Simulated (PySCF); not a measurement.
Bond stretch in CH₄S, SMILES CS. The C1–H6 bond (C1 also carries H, H, S; H6 carries nothing else) is varied alone, starting from the PBE0/def2-TZVP optimised geometry.

- UKS-BHandHLYP = unrestricted BHandHLYP/cc-pVDZ (PySCF)
- RKS-B3LYP = restricted B3LYP/cc-pVDZ (PySCF)
- UHF/cc-pVDZ (PySCF)

Magnitude of the dipole moment (D; its direction can reverse along the curve, and a method can change to another solution) and Mulliken charge of the fragment that holds C1:

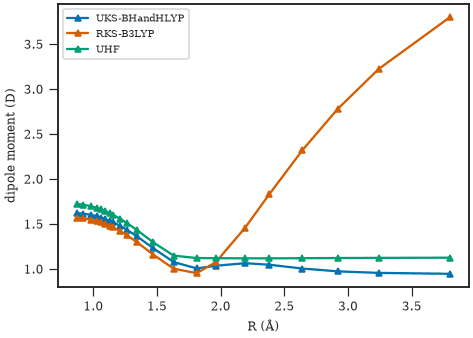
Dipole moment against bond length.

| R / Å | μ UKS-BHandHLYP | q UKS-BHandHLYP | μ RKS-B3LYP | q RKS-B3LYP | μ UHF | q UHF |
|---|---|---|---|---|---|---|
| 0.87 | 1.62 | 0.02 | 1.57 | 0.03 | 1.72 | 0.01 |
| 0.92 | 1.62 | -0.01 | 1.56 | 0.00 | 1.71 | -0.02 |
| 0.98 | 1.60 | -0.04 | 1.55 | -0.03 | 1.70 | -0.04 |
| 1.03 | 1.58 | -0.05 | 1.53 | -0.04 | 1.68 | -0.06 |
| 1.06 | 1.57 | -0.06 | 1.52 | -0.05 | 1.66 | -0.06 |
| 1.09 | 1.56 | -0.07 | 1.50 | -0.06 | 1.65 | -0.07 |
| 1.13 | 1.53 | -0.07 | 1.48 | -0.06 | 1.62 | -0.07 |
| 1.15 | 1.52 | -0.07 | 1.47 | -0.06 | 1.61 | -0.08 |
| 1.21 | 1.48 | -0.08 | 1.42 | -0.07 | 1.56 | -0.08 |
| 1.26 | 1.44 | -0.08 | 1.38 | -0.07 | 1.51 | -0.08 |
| 1.34 | 1.36 | -0.07 | 1.30 | -0.06 | 1.43 | -0.07 |
| 1.47 | 1.23 | -0.06 | 1.16 | -0.04 | 1.30 | -0.06 |
| 1.63 | 1.08 | -0.03 | 1.00 | -0.02 | 1.15 | -0.02 |
| 1.81 | 1.01 | 0.01 | 0.95 | 0.02 | 1.12 | 0.00 |
| 1.96 | 1.04 | 0.03 | 1.07 | 0.05 | 1.12 | 0.01 |
| 2.19 | 1.06 | 0.03 | 1.46 | 0.09 | 1.12 | 0.01 |
| 2.38 | 1.05 | 0.03 | 1.83 | 0.12 | 1.12 | 0.01 |
| 2.64 | 1.00 | 0.02 | 2.32 | 0.14 | 1.12 | 0.01 |
| 2.92 | 0.97 | 0.01 | 2.78 | 0.16 | 1.12 | 0.00 |
| 3.24 | 0.96 | 0.01 | 3.22 | 0.17 | 1.12 | 0.00 |
| 3.80 | 0.95 | 0.00 | 3.80 | 0.17 | 1.13 | 0.00 |

The unrestricted determinant behind UKS-BHandHLYP is spin-contaminated at 1.96 to 3.80 Å (<S²> up to 1.0, against 0.00 for a pure singlet). At the longest distance RKS-B3LYP leaves fractional charges on the fragments, a sign of delocalisation error or of the restricted form. The restricted form behind RKS-B3LYP keeps the bonding electrons paired and can't separate into open-shell fragments. The unrestricted determinant behind UHF is spin-contaminated at 1.81 to 3.80 Å (<S²> up to 1.0, against 0.00 for a pure singlet).
